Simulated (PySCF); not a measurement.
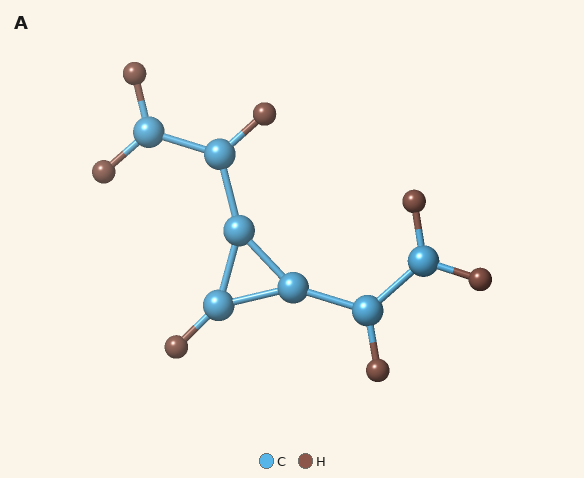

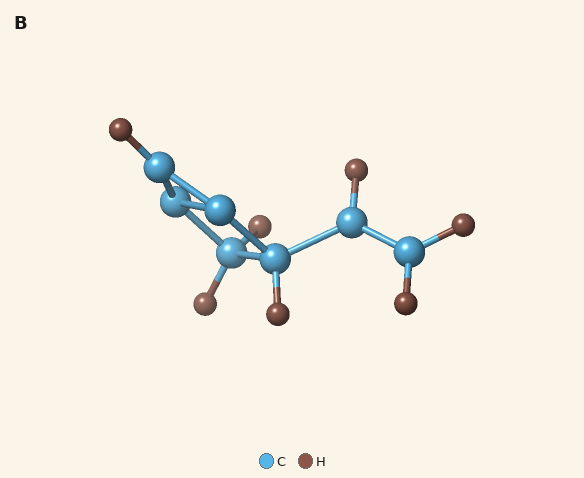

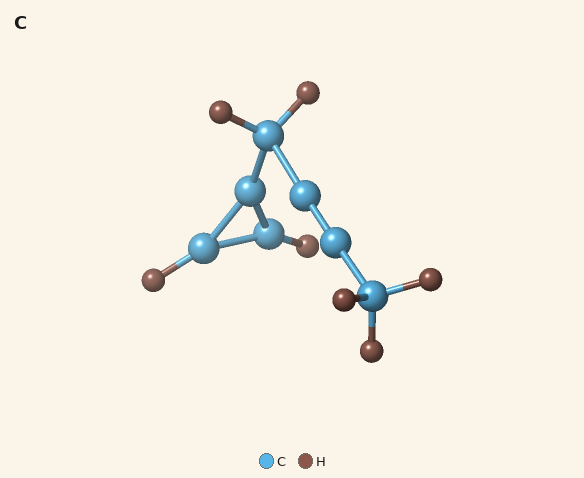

3 stationary structures of one formula. The species has charge +1 and is a spin singlet. Geometries: GFN2-xTB. Electronic energies: PBE0/pcSseg-1 (PySCF 2.14.0), without zero-point energy. No frequency run is at hand to confirm each as a minimum. Each is one conformer, not always the lowest.

How are they related?

They are constitutional isomers of C7H7(+): A `C=Cc1c[c+]1C=C`, B `C=C[C@@H]1C[c+]2cc21`, C `CC#CC[c+]1cc1`.

Which structure is the most stable?

A is lowest; C lies 1.464 eV above it, B lies 3.042 eV above it.
